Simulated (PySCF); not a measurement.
Consider C$_{2}$H$_{7}$FO$_{2}$Si$_{2}$ (SMILES O[SiH2]O[C-]([SiH3])[CH]F) (charge −1, doublet).

```json
{"atom": "O", "x (Å)": "3.0856", "y (Å)": "-0.8537", "z (Å)": "0.2741"}
{"atom": "Si", "x (Å)": "2.0046", "y (Å)": "0.3801", "z (Å)": "0.4294"}
{"atom": "O", "x (Å)": "0.5855", "y (Å)": "-0.3401", "z (Å)": "0.4117"}
{"atom": "C", "x (Å)": "-0.7391", "y (Å)": "0.1112", "z (Å)": "0.5022"}
{"atom": "Si", "x (Å)": "-1.9815", "y (Å)": "-1.0688", "z (Å)": "-0.1193"}
{"atom": "C", "x (Å)": "-0.9182", "y (Å)": "1.4239", "z (Å)": "0.9576"}
{"atom": "F", "x (Å)": "-2.1244", "y (Å)": "2.0689", "z (Å)": "0.6159"}
{"atom": "H", "x (Å)": "2.6832", "y (Å)": "-1.7163", "z (Å)": "0.2128"}
{"atom": "H", "x (Å)": "2.3117", "y (Å)": "1.2908", "z (Å)": "-0.6859"}
{"atom": "H", "x (Å)": "2.3465", "y (Å)": "1.0502", "z (Å)": "1.6945"}
{"atom": "H", "x (Å)": "-3.2268", "y (Å)": "-1.0520", "z (Å)": "0.6855"}
{"atom": "H", "x (Å)": "-2.5423", "y (Å)": "-0.9990", "z (Å)": "-1.5264"}
{"atom": "H", "x (Å)": "-1.3896", "y (Å)": "-2.4291", "z (Å)": "-0.0961"}
{"atom": "H", "x (Å)": "-0.0957", "y (Å)": "2.1333", "z (Å)": "0.9020"}
```

Geometry: GFN2-xTB.

All numbers below come from UKS B3LYP, pcH-1 on C F H O Si, non-relativistic, mean-field spin-orbit, GIAO (PySCF).

> What will maps of the electron density, electron localisation function and spin density show?

C–O (1.40 Å): ρ at the midpoint is about 1.4 e/Å³, with its minimum of 1.2 e/Å³ about 0.6 Å from C; the ELF peaks at about 0.80 between the atoms, as expected for a polar covalent bond.
Si–O (1.59 Å): ρ is about 0.98 e/Å³ halfway; the ELF peaks at about 0.85 between the atoms (a short, strongly polar bond).
O–H (0.95 Å): ρ at the midpoint is about 2.6 e/Å³; the ELF climbs to about 0.95 towards the hydrogen, as it does in any bond to H (an ordinary covalent bond to hydrogen).
The unpaired spin (1 electron) lies mostly on C6 (about 0.4), C4 (about 0.2) and Si5 (about 0.2), in electrons by Hirshfeld's partition.

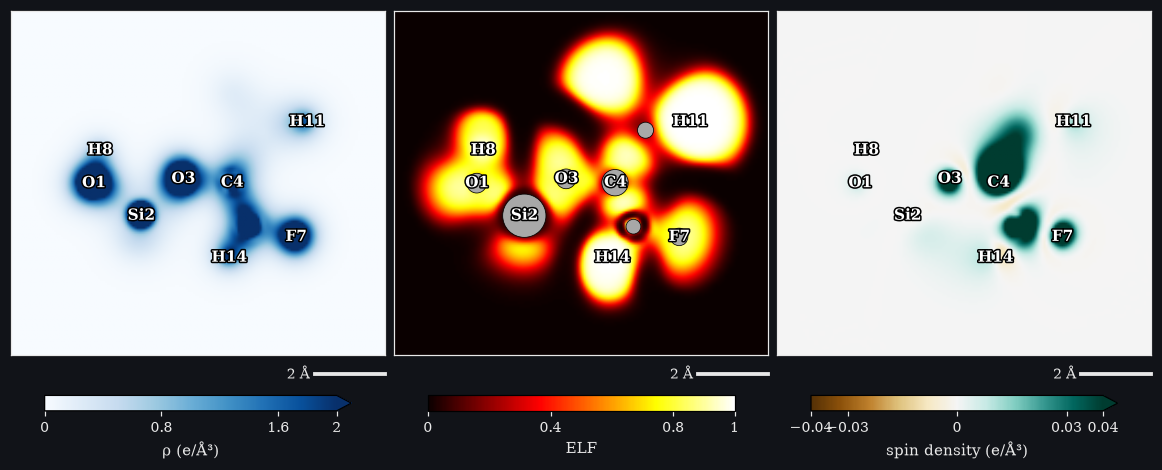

Computed electron density, electron localisation function and spin density on the plane of atoms Si2, O1 and H8, in this order. Grey discs cover the atomic cores in the ELF map. 
